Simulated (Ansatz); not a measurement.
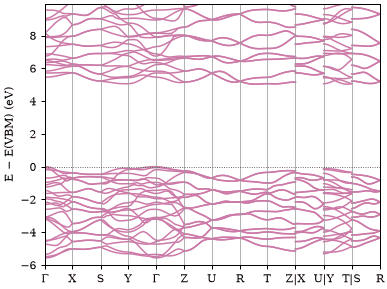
*Band structure from r²SCAN in the plane-wave PAW code Ansatz*

The gap is 4.94 eV; an edge lies off the plotted path or next to a special point (maximum at Γ, minimum off the standard path).

The material is HfO2 in space group Pca2_1 (No. 29; Hf on 4a, O on 4a, O on 4a).

The r²SCAN relaxation kept the symmetry of its start. No spin polarisation was allowed. Scalar-relativistic: spin–orbit coupling is off unless named, which matters more the heavier the elements.

Potentials: the later of the program's two PAW sets.
